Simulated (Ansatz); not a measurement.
# HfN (CsCl type): response to moved atoms and strain

Aim: move atoms of HfN (CsCl type) or strain its cell, and read the forces, the stress and the rise in energy. The cell was built by placing the elements on the sites of a structure type; the runs don't test whether it is the stable form.

Method: DFT PBEsol, scalar-relativistic, plane waves, PAW, in Ansatz 0.2.0.

## Step 1: The system as given

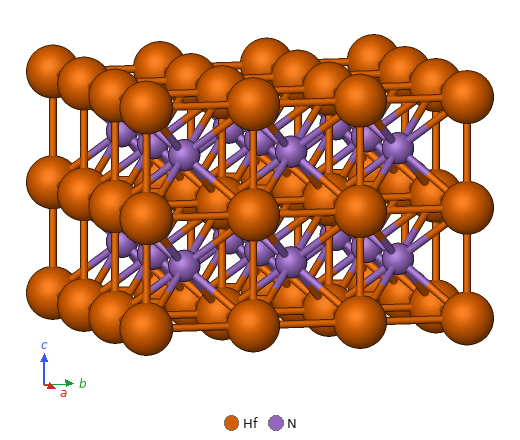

The starting structure, seen slightly off an axis (hafnium orange, nitrogen purple). 3×3×2 cells are drawn. Atoms on the faces are drawn again on the opposite ones.

Coordinates:

```xyz
2
Lattice="2.7904 0.0000 0.0000 0.0000 2.7904 0.0000 0.0000 0.0000 2.7904" Properties=species:S:1:pos:R:3 pbc="T T T"
Hf    0.0000    0.0000    0.0000
N     1.3952    1.3952    1.3952
```

This cell comes from an earlier session at PBEsol: 10.864 Å³/atom at 0.09 GPa, on a 12×12×12 mesh.

The changes: atom 2 (N) moved 0.2 Å along x; strain e1 = +0.02, atoms carried along.

## Step 2: Atom 2 (N) moved 0.2 Å along x

input.yaml

```yaml
crystal:
  lattice:
    - [2.7904350122, 0.0, 0.0]
    - [0.0, 2.7904350122, 0.0]
    - [0.0, 0.0, 2.7904350122]
  atoms:
    - { symbol: Hf, position: [0.0, 0.0, 0.0] }
    - { symbol: "N", position: [0.5716734126, 0.5, 0.5] }
basis:
  ecutwfc: 420
  ecutrho_ratio: 4
kpoints:
  mp_grid: { grid: [12, 12, 12] }
hamiltonian:
  xc: pbesol
scf:
  occupations: { method: gaussian, width: 0.05 }
output:
  forces: true
  stress: true
  eigenvalues: true
```

The log of the run:

```text
Warning: RAYON_NUM_THREADS=4 ignored (pool sized by the plan → 4); use --threads N
Engine: ansatz 0.2.0, aarch64-unknown-linux-gnu
Pseudopotentials: kind: paw
Pseudopotential: Hf, paw, valence charge 26, recommended cutoff 420 eV (normal), Hf.paw.azcp
Pseudopotential: N, paw, valence charge 5, recommended cutoff 420 eV (normal), N.paw.azcp
Functional definition: PBEsol
  exchange = pbesol_x
  correlation = pbesol_c
Crystal: 2 atoms, lattice volume = 21.728 Å³
Basis set: ecut = 420 eV, 437 PW (Γ), exchange–correlation on 40×40×40 points (8 copies of the dense FFT grid, shifted against one another)
Bands: 20, of which v1, the nominal top of the filled ones, is band 16 counted from 1 (15 counted from 0)
Symmetry: 8 space group operations
Space group: P4mm (ITA 99), of the structure as read, at distance tolerance 2.8e-5 Å
k-points: 196 of 1728 (time reversal used)
Non-local potential: Hf, projectors of the file, l = 0: 3, l = 1: 2, l = 2: 2, l = 3: 3
Non-local potential: N, projectors of the file, l = 0: 2, l = 1: 2, l = 2: 1
PAW form: soft (Blöchl's): semilocal exchange-correlation on the pseudo side does not see the compensation charge
PAW frozen core: Hf, regenerated for the run's functional, and the local potential with it (the file was generated under x = pbe(κ = 0.804, μ = 0.2195149727645171), c = pbe(β = 0.06672455060314922))
PAW frozen core: N, regenerated for the run's functional, and the local potential with it (the file was generated under x = pbe(κ = 0.804, μ = 0.2195149727645171), c = pbe(β = 0.06672455060314922))
PAW one-centre angular grid: Hf, 590 points (default); XC on 64 Gauss nodes
PAW one-centre angular grid: N, 110 points (default); XC on 64 Gauss nodes
Initial density: superposition of atomic densities (neutral atoms: chi_scale 0, normalization atom), corrected by the library's trained network
Initial wavefunctions: pseudopotential atomic-orbital guess
Functional: x = pbesol(κ = 0.804, μ = 0.12345679012345678), c = pbesol(β = 0.046)
SCF iter   1: F=—  HF=-15978.235718 eV  |F-HF|=—  |Δ(HF+E_count)|=         —  Δρ=1.04e-2  dr2=1.76e-2  ethr=1.77e-3  ⟨swp⟩=5.2  Hψ=16396  notcnv=0
preconditioner: auto → none  [metal: Δε(μ)=0.005 eV  Ē_g=18.678 eV  σ=0.050 eV  W_gap=0.06  n_scr=6 (ndim 8)  ℏωp=42.9 eV  f_vac=0.000  D(μ)=1.13/eV (n_scr^D=6)  sad-step TF]
SCF iter   2: F=—  HF=-15978.232175 eV  |F-HF|=—  |Δ(HF+E_count)|=   3.54e-3  Δρ=5.81e-3  dr2=5.88e-3  ethr=5.69e-5  ⟨swp⟩=2.7  Hψ=8001  notcnv=0  defer=42
SCF iter   3: F=—  HF=-15978.230773 eV  |F-HF|=—  |Δ(HF+E_count)|=   1.40e-3  Δρ=1.30e-3  dr2=2.18e-4  ethr=1.90e-5  ⟨swp⟩=2.0  Hψ=6932  notcnv=0  defer=42
SCF iter   4: F=—  HF=-15978.230395 eV  |F-HF|=—  |Δ(HF+E_count)|=   3.78e-4  Δρ=3.76e-4  dr2=1.02e-5  ethr=7.04e-7  ⟨swp⟩=2.1  Hψ=6951  notcnv=0  defer=42
SCF iter   5: F=—  HF=-15978.230424 eV  |F-HF|=—  |Δ(HF+E_count)|=   2.90e-5  Δρ=5.49e-5  dr2=5.27e-7  ethr=3.29e-8  ⟨swp⟩=2.1  Hψ=6531  notcnv=0  defer=42
SCF iter   6: F=-15978.230423 eV  HF=-15978.230423 eV  |F-HF|=6.81e-8  |Δ(HF+E_count)|=   3.05e-7  Δρ=1.68e-5  dr2=5.36e-8  ethr=3.23e-10  ⟨swp⟩=7.0  Hψ=20172  notcnv=0
SCF 1 converged in 6 iterations: F = -15978.230423 eV  dr2 = 5.36e-8
SCF converged after 6 iterations
Free energy (F): -15978.230423 eV
Harris-Foulkes:  -15978.230423 eV  (|F-HF|=6.81e-8)
Internal energy: -15978.228965 eV  (E = F + TS)
E sigma→0 (E₀):  -15978.229694 eV
Entropy (-TS):   -0.001459 eV (-0.729 meV/atom)
Fermi energy:    24.093698 eV
--- Per-component energies (eV) ---
  E_band       = 222.378497
  E_kinetic    = 559.933558
  E_local      = -4589.470104  (includes V_loc(G=0)·N_el)
  E_nonlocal   = -1192.646820
  E_hartree    = 2194.936437
  E_xc         = -359.723784
  E_vxc        = -345.459761  (∫ρ·V_xc dr)
  E_paw        = -6929.833449  (= ΣΔE_a)
  E_vpaw       = 1400.145233  (= ΣTr[D̂ρ^β])
  E_aug_tail   = 0.000089  (compensation charges beyond the density's cutoff)
  E_ewald      = -5662.704081
  E_core_change = 1.279190  (= ΣΔE_core)
  E_smearing   = -0.001459  (= −TS)
  E_closure    = -0.000000  (closes the sum)
  Σ components = -15978.230423   (vs F -15978.230423, Δ=0.00e0)
--- Forces (eV/Å), atoms counted from 1 ---
  atom   1  Hf     0.62590295    -0.00000000     0.00000000
  atom   2  N     -0.62637632     0.00000000     0.00000000
  max |Σ_I F_I| component: 4.73e-4 eV/Å
--- Stress (GPa, compression-positive) ---
        2.001299      -0.000000       0.000000
       -0.000000       4.822536       0.000000
        0.000000       0.000000       4.822536
  P = ⅓ Tr σ = 3.8821 GPa (38.821 kbar)
--- Band table (eV; the first three rows and the last of 196) ---
  k-point 0: bands = ["-37.7701", "-5.9189", "-5.9168", "-5.9168", "7.6830", "12.4119", "12.4146", "12.4146", "12.4583", "12.4583", "12.4607", "12.4754", "20.6606", "21.4391", "22.8714", "22.8714", "24.0354", "27.7215", "30.5947", "30.7799"]
  k-point 1: bands = ["-37.7630", "-6.0326", "-5.9077", "-5.9066", "7.8303", "12.4108", "12.4148", "12.4174", "12.4476", "12.4615", "12.4644", "12.4742", "20.6451", "21.1915", "22.7422", "23.0156", "23.9356", "28.1748", "30.4813", "30.7836"]
  k-point 2: bands = ["-37.7438", "-6.3352", "-5.8800", "-5.8785", "8.2382", "12.4006", "12.4197", "12.4240", "12.4255", "12.4664", "12.4752", "12.4760", "19.9168", "21.0880", "22.3972", "23.3450", "24.1452", "29.1689", "30.4481", "30.8086"]
  k-point 195: bands = ["-37.4643", "-6.9110", "-6.9110", "-6.8976", "10.7380", "12.4241", "12.4272", "12.4272", "12.4959", "12.4990", "12.4990", "12.9248", "16.9783", "16.9783", "17.1371", "31.2550", "31.2550", "32.3823", "34.0331", "34.0349"]
```

Run time: 3.5 s. Hardware: 4 threads of an Arm CPU, shared host; peak memory 0.39 GiB.

In short: volume 10.864 Å³/atom, pressure 3.88 GPa, a metal on this mesh.

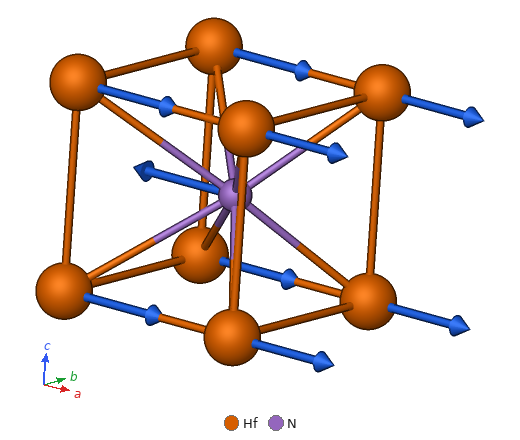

Forces on the atoms; the longest arrow is 0.63 eV/Å.

## Step 3: Strain e1 = +0.02, atoms carried along

input.yaml, as its differences from that of step 2:

```diff
@@ -2,3 +2,3 @@
   lattice:
-    - [2.7904350122, 0.0, 0.0]
+    - [2.8462437124, 0.0, 0.0]
     - [0.0, 2.7904350122, 0.0]
@@ -7,3 +7,3 @@
     - { symbol: Hf, position: [0.0, 0.0, 0.0] }
-    - { symbol: "N", position: [0.5716734126, 0.5, 0.5] }
+    - { symbol: "N", position: [0.5, 0.5, 0.5] }
 basis:
```

The log of the run:

```text
Warning: RAYON_NUM_THREADS=4 ignored (pool sized by the plan → 4); use --threads N
[... 7 set-up lines as earlier in the session ...]
Crystal: 2 atoms, lattice volume = 22.162 Å³
Basis set: ecut = 420 eV, 453 PW (Γ), exchange–correlation on 40×40×40 points (8 copies of the dense FFT grid, shifted against one another)
Bands: 20, of which v1, the nominal top of the filled ones, is band 16 counted from 1 (15 counted from 0)
Symmetry: 16 space group operations
Space group: P4/mmm (ITA 123), of the structure as read, at distance tolerance 2.8e-5 Å
k-points: 196 of 1728
[... 10 set-up lines as earlier in the session ...]
SCF iter   1: F=—  HF=-15978.289142 eV  |F-HF|=—  |Δ(HF+E_count)|=         —  Δρ=8.89e-3  dr2=1.26e-2  ethr=1.77e-3  ⟨swp⟩=5.0  Hψ=15759  notcnv=0
preconditioner: auto → none  [metal: Δε(μ)=0.027 eV  Ē_g=18.574 eV  σ=0.050 eV  W_gap=0.28  n_scr=6 (ndim 8)  ℏωp=42.5 eV  f_vac=0.000  D(μ)=0.91/eV (n_scr^D=6)  sad-step TF]
SCF iter   2: F=—  HF=-15978.285882 eV  |F-HF|=—  |Δ(HF+E_count)|=   3.26e-3  Δρ=4.79e-3  dr2=3.66e-3  ethr=4.05e-5  ⟨swp⟩=2.8  Hψ=8266  notcnv=0  defer=18
SCF iter   3: F=—  HF=-15978.284712 eV  |F-HF|=—  |Δ(HF+E_count)|=   1.17e-3  Δρ=9.63e-4  dr2=1.39e-4  ethr=1.18e-5  ⟨swp⟩=2.0  Hψ=6278  notcnv=0  defer=18
SCF iter   4: F=—  HF=-15978.284521 eV  |F-HF|=—  |Δ(HF+E_count)|=   1.91e-4  Δρ=3.43e-4  dr2=8.28e-6  ethr=4.49e-7  ⟨swp⟩=2.0  Hψ=6913  notcnv=0  defer=19
SCF iter   5: F=—  HF=-15978.284581 eV  |F-HF|=—  |Δ(HF+E_count)|=   6.00e-5  Δρ=3.71e-5  dr2=2.13e-7  ethr=2.67e-8  ⟨swp⟩=2.0  Hψ=6546  notcnv=0  defer=19
SCF iter   6: F=-15978.284580 eV  HF=-15978.284580 eV  |F-HF|=5.09e-9  |Δ(HF+E_count)|=   5.33e-7  Δρ=5.64e-6  dr2=6.94e-9  ethr=3.23e-10  ⟨swp⟩=6.8  Hψ=19141  notcnv=0
SCF 1 converged in 6 iterations: F = -15978.284580 eV  dr2 = 6.94e-9
SCF converged after 6 iterations
Free energy (F): -15978.284580 eV
Harris-Foulkes:  -15978.284580 eV  (|F-HF|=5.09e-9)
Internal energy: -15978.283485 eV  (E = F + TS)
E sigma→0 (E₀):  -15978.284033 eV
Entropy (-TS):   -0.001095 eV (-0.548 meV/atom)
Fermi energy:    23.480602 eV
--- Per-component energies (eV) ---
  E_band       = 205.317180
  E_kinetic    = 557.283842
  E_local      = -4631.300670  (includes V_loc(G=0)·N_el)
  E_nonlocal   = -1193.032300
  E_hartree    = 2207.682284
  E_xc         = -358.949463
  E_vxc        = -344.448186  (∫ρ·V_xc dr)
  E_paw        = -6929.178550  (= ΣΔE_a)
  E_vpaw       = 1401.449010  (= ΣTr[D̂ρ^β])
  E_aug_tail   = 0.000086  (compensation charges beyond the density's cutoff)
  E_ewald      = -5632.067905
  E_core_change = 1.279190  (= ΣΔE_core)
  E_smearing   = -0.001095  (= −TS)
  E_closure    = -0.000000  (closes the sum)
  Σ components = -15978.284580   (vs F -15978.284580, Δ=0.00e0)
--- Forces (eV/Å), atoms counted from 1 ---
  atom   1  Hf     0.00000000     0.00000000     0.00000000
  atom   2  N      0.00000000     0.00000000     0.00000000
  max |Σ_I F_I| component: 7.89e-31 eV/Å
--- Stress (GPa, compression-positive) ---
      -10.805993      -0.000000       0.000000
       -0.000000      -1.745355       0.000000
        0.000000       0.000000      -1.745355
  P = ⅓ Tr σ = -4.7656 GPa (-47.656 kbar)
--- Band table (eV; the first three rows and the last of 196) ---
  k-point 0: bands = ["-38.3715", "-6.6036", "-6.4874", "-6.4874", "7.3300", "11.7915", "11.7955", "11.7955", "11.8257", "11.8425", "11.8425", "11.8521", "21.0007", "21.0253", "22.3176", "22.5729", "22.5729", "27.0497", "29.8884", "29.8884"]
  k-point 1: bands = ["-38.3646", "-6.5983", "-6.5936", "-6.4777", "7.4711", "11.7922", "11.7944", "11.7985", "11.8291", "11.8323", "11.8456", "11.8506", "20.6979", "21.0806", "22.1933", "22.4618", "22.7136", "27.5333", "29.9159", "29.9295"]
  k-point 2: bands = ["-38.3457", "-6.8914", "-6.5660", "-6.4511", "7.8633", "11.7833", "11.8009", "11.8058", "11.8089", "11.8402", "11.8466", "11.8554", "19.6462", "21.2904", "21.8597", "22.1607", "23.6049", "28.5739", "30.0127", "30.0440"]
  k-point 195: bands = ["-38.0896", "-7.4972", "-7.4972", "-7.3870", "10.4327", "11.8027", "11.8027", "11.8101", "11.8705", "11.8705", "11.8786", "12.3961", "16.5513", "16.6017", "16.6017", "31.3483", "31.5199", "31.5199", "33.0636", "33.0779"]
```

Run time: 2.1 s. Hardware: 4 threads of an Arm CPU, shared host; peak memory 0.37 GiB.

This gives: volume 11.081 Å³/atom, pressure -4.77 GPa, metallic.

## Step 4: The distortions side by side

| change | change of free energy (meV/atom) | largest force (eV/Å) | largest change of stress (GPa) |
| --- | --- | --- | --- |
| atom 2 (N) moved 0.2 Å along x | 34.26 | 0.626 | 4.74 |
| strain e1 = +0.02, atoms carried along | 7.18 | 0.000 | 10.89 |

Moving atom 2 by 0.20 Å meets a restoring force of 0.626 eV/Å along the move, a force constant of about 3.1 eV/Å². The strain e1 = +0.02 changes that stress component by -10.89 GPa (compression positive), a ratio of 545 GPa; that is a secant over a finite strain with the atoms carried along, not the elastic constant. No change lowers the energy by more than 0.5 meV/atom; other distortions weren't tried. Spin–orbit coupling is left out, though the cell holds Hf; in elements this heavy it can shift levels and gaps by tenths of an eV. Spin polarisation wasn't allowed in this run.
